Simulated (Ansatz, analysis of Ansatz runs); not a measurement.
# [AlO4]0 centre in alpha-quartz: hyperfine coupling against experiment, part 2 of 2

How near does this set-up come to the measured hyperfine coupling? Subject: [AlO4]0 centre in alpha-quartz. Set-up: r2SCAN, 72-site cell, r2SCAN lattice, 500 eV, k: the single point 1/4 1/4 1/4 then 2x2x2 shifted 0.5 0.5 0.5, started with the impurity moved along one bond. The model is a cell of 72 host atoms with 1 Si taken out and 1 Al put in. The isotropic coupling follows from the spin density at the nucleus, the nuclear g-factor and the total spin. A meta-GGA costs about twice a GGA and mends lattice constants and part of the gap.

Ansatz 0.2.0; r2SCAN, 72-site cell, r2SCAN lattice, 500 eV, k: the single point 1/4 1/4 1/4 then 2x2x2 shifted 0.5 0.5 0.5, started with the impurity moved along one bond.

So far: Set-up; Relaxation, charge 0.

## 2. Relaxation, charge 0 (continued)

Level of this step: plane-wave PAW DFT, r2SCAN; relaxation of all atoms of a defect supercell (Ansatz).

The steps of the relaxation:

```tsv
step	energy less that of the first step (eV)	largest force component (eV/Å)
1	0.0000	5.1909
2	-0.8335	2.8192
3	-1.3736	0.2173
4	-1.3426	0.3677
5	-1.3956	0.0563
6	-1.3974	0.0313
7	-1.3977	0.0131
```

Relaxation step 4 was tried and not accepted.

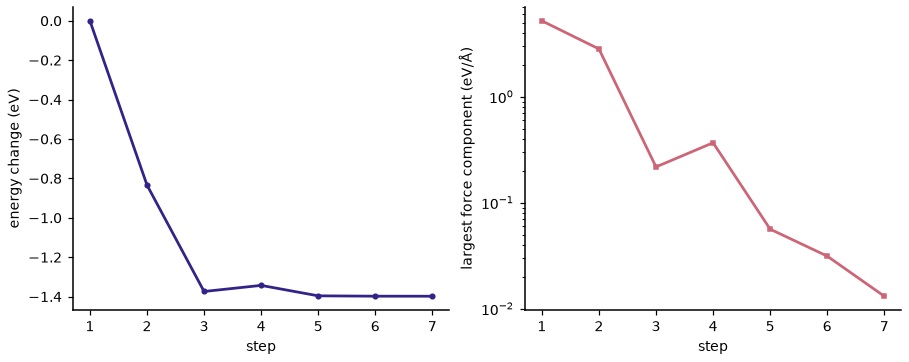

Energy and largest force along the relaxation.

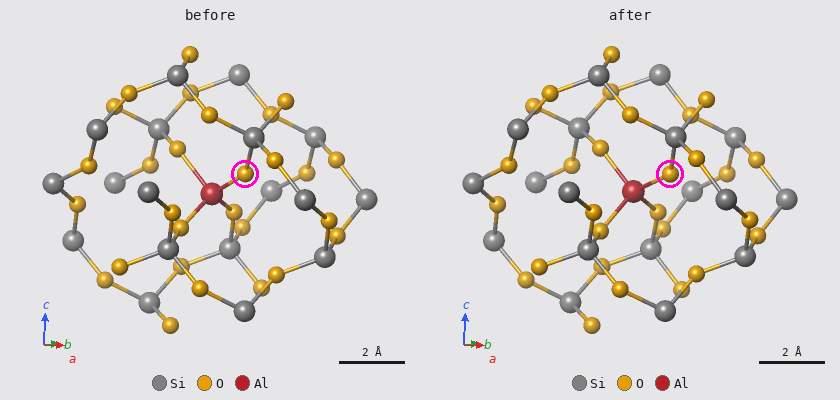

Before and after: the atoms that start within 5 Å of the centre. O15, which moves most, is ringed if it is among them.

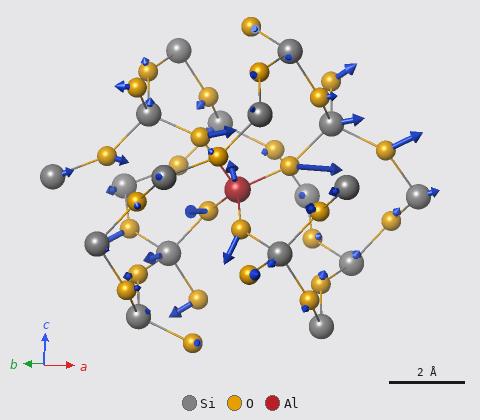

Displacements in the relaxation from the typed sites near the centre, exaggerated; the longest in the cell stands for 0.17 Å.

The atoms that moved most (Å, from the sites as typed, ahead of the random displacement):

```tsv
atom	dx	dy	dz	length
O15	0.170	0.041	-0.002	0.175
O9	-0.047	0.165	0.000	0.172
O52	0.101	-0.041	0.057	0.123
O22	-0.087	0.062	-0.055	0.120
O4	-0.043	0.005	-0.104	0.112
O16	0.103	0.008	0.027	0.107
O23	-0.076	0.034	-0.052	0.098
O53	0.064	-0.048	0.051	0.095
```

Neighbours of Al12 at the end:

```tsv
atom	distance (Å)
O9	1.722
O15	1.722
O4	1.739
O16	1.740
Si47	3.112
Si19	3.114
Si11	3.123
Si1	3.124
```

Numbers from this step:

- free energy: -42620.8557 eV
- total moment: 1.000 μB
- integral of the absolute spin density: 1.158 μB
- spin contamination: 0.003236

The relaxation ends 19 meV an atom lower than the displaced start, with a largest force component of 0.013 eV/Å.

## 3. Contact spin densities

The relaxed structure is kept, and the final numbers are taken at the final level and k-points.

This step: plane-wave PAW DFT, r2SCAN; single point of a defect supercell.

Contents of point/input.yaml:

```yaml
crystal:
  lattice:
    - [9.84405354, 0.0, 0.0]
    - [-4.92202677, 8.52520044, 0.0]
    - [0.0, 0.0, 10.83028558]
  atoms:
    - { symbol: Si, position: [0.231535139, -0.001480502, 0.330986674] }
    - { symbol: Si, position: [0.001699149, 0.235181122, 0.167381988] }
[... 1 atom line left out ...]
    - { symbol: O, position: [0.202564268, 0.135113805, 0.382710303] }
[... 4 atom lines left out ...]
    - { symbol: O, position: [0.298246972, 0.447221116, 0.440947203] }
[... 1 atom line left out ...]
    - { symbol: Si, position: [-0.001323405, 0.232057989, 0.669195048] }
    - { symbol: Al, position: [0.274241736, 0.274242179, 0.50016188] }
[... 1 atom line left out ...]
    - { symbol: O, position: [0.368194034, 0.070595246, 0.726064581] }
    - { symbol: O, position: [0.447477274, 0.298141004, 0.558724963] }
    - { symbol: O, position: [0.135702074, 0.203290745, 0.618079144] }
[... 2 atom lines left out ...]
    - { symbol: Si, position: [0.232179548, 0.50673844, 0.331465699] }
[... 7 atom lines left out ...]
    - { symbol: O, position: [0.292611909, 0.932398285, 0.441986447] }
[... 19 atom lines left out ...]
    - { symbol: Si, position: [0.506968561, 0.232168154, 0.668315035] }
[... 3 atom lines left out ...]
    - { symbol: O, position: [0.93292787, 0.29289766, 0.557788584] }
[... 20 atom lines left out ...]
    - { symbol: O, position: [0.790428597, 0.924577659, 0.939663137] }
basis:
  ecutwfc: 500
  xc_grid: 2
hamiltonian:
  xc: r2scan
kpoints:
  mp_grid: { grid: [2, 2, 2], shift: [0.5, 0.5, 0.5] }
magnetization:
  spin_polarized: true
  initial_magnetization: 1
  spin_locking: { lock_magnetization: hard }
scf:
  occupations: { method: fermi_dirac, width: 0.01 }
  max_iter: 120
output:
  forces: true
  efg: {}
  eigenvalues: true
checkpoint:
  read: "../relax.run"
```

Run with:

```
$ ansatz run input.yaml --threads 2 --pin off --max-ram 4710MiB --backend cpu --events-out ev --progress --plain --runs-dir out
```

Numbers of over 12 decimals in the logs are rounded to 6 here.

What it wrote:

```text
[...]
Crystal: 72 atoms, lattice volume = 908.905 Å³
Basis set: ecut = 500 eV, 23025 PW (Γ), exchange–correlation on 144×144×160 points (8 copies of the dense FFT grid, shifted against one another)
Bands: 264, of which v1, the nominal top of the filled ones, is band 192 counted from 1 (191 counted from 0)
Symmetry: 1 space group operations
[...]
k-points: 4 of 8 (time reversal used)
[...]
Stability of the state it starts from, as read at its close in the collinear treatment: not read, because the mixer in use, unlike msr1, does not test its closes by its own steps (another_mixer); its run was given moments
Starting moments: Σ|m| = 1 μB on 72 of 72 sites; this step starts from the density that it was given
[...]
atom  11  Si V_zz =    -1.153748   η = 0.4394   by run symmetry: allowed
[...]
atom  12  Al V_zz =    -0.917410   η = 0.1314   by run symmetry: allowed
[...]
atom  15  O  V_zz =    -4.984214   η = 0.8158   by run symmetry: allowed
[...]
atom  16  O  V_zz =    -6.735052   η = 0.0691   by run symmetry: allowed
[...]
atom  19  Si V_zz =    -1.283932   η = 0.7942   by run symmetry: allowed
[...]
atom  47  Si V_zz =    -1.276502   η = 0.8200   by run symmetry: allowed
[...]
atom  51  O  V_zz =    +8.723028   η = 0.1484   by run symmetry: allowed
[...]
--- Band table (eV; the first three rows and the last of 8) ---
[...]
[... further k-points left out ...]
[key lines of the parts left out:]
SCF converged after 13 iterations
Magnetization: 1.0000 μB (192.0000 up, 191.0000 down)
Free energy (F): -42620.841872 eV
Fermi energy:    2.209380 (↑ 5.506155, ↓ 2.209380) eV
```

Run time: 6.6 min. Hardware: 2 threads of Arm Neoverse V2, shared host; peak memory 4.4 GiB; 13 min of CPU time.

This step gave:

```
free energy                           : -42620.8419 eV
total moment                          : 1 μB
integral of the absolute spin density : 1.157 μB
spin contamination                    : 0.003239
```

The largest moments in the atoms' spheres: O4 0.18, O16 0.18, O9 0.11, O15 0.10, O5 0.03, O17 0.03 μB.

Contact couplings A = (2/3) μ0 ge μB gN μN ρs / (2S h), for each element's most abundant magnetic isotope:

```tsv
atom	isotope	distance from the centre (Å)	contact spin density (e/Å³)	A (MHz)
Al12	27Al	0.09	-0.174	-30.1
O16	17O	1.69	0.221	-19.8
O4	17O	1.69	0.221	-19.8
Si1	29Si	3.08	-0.110	14.5
Si11	29Si	3.08	-0.110	14.5
O9	17O	1.77	0.113	-10.2
O15	17O	1.77	0.113	-10.1
Si19	29Si	3.14	-0.0705	9.3
Si47	29Si	3.14	-0.0703	9.3
O5	17O	3.93	0.0270	-2.4
```

## 4. Outcome

```json
{"17O that bears the hole, isotropic": "-19.8 MHz", "27Al, isotropic": "-30.1 MHz", "integral of the absolute spin density": "1.16 μB", "time of the whole chain": "19 min on 2 threads"}
```

In words: 17O that bears the hole, isotropic: computed -19.8 MHz, measured -72.86 MHz; 53.0 MHz (73 %) smaller in size than the measurement. 27Al, isotropic: computed -30.1 MHz, measured -16.25 MHz; 13.8 MHz (85 %) larger in size than the measurement. The spin is not held on one site here (at most 0.18 μB on an atom), so the state computed is not the localised centre that was measured. Semilocal functionals spread the hole over several oxygen atoms through their self-interaction error; enough exact exchange holds it on one. Only the isotropic (Fermi contact) part is computed, with core polarisation; no vibrational averaging.

[Logs are printed without paths, hosts, clocks, repeated set-up lines and the standing remarks that a program may print on its own settings, such as how far it seeks lower states.]

[Hosts, paths, dates, database ids (printed as entryN), source tags and the programs' standing remarks are cut or masked in the printed files.]

[For some hosts the program warned that the k-mesh of the response run may be too coarse for force constants and the static dielectric constant; such warnings are not shown here.]
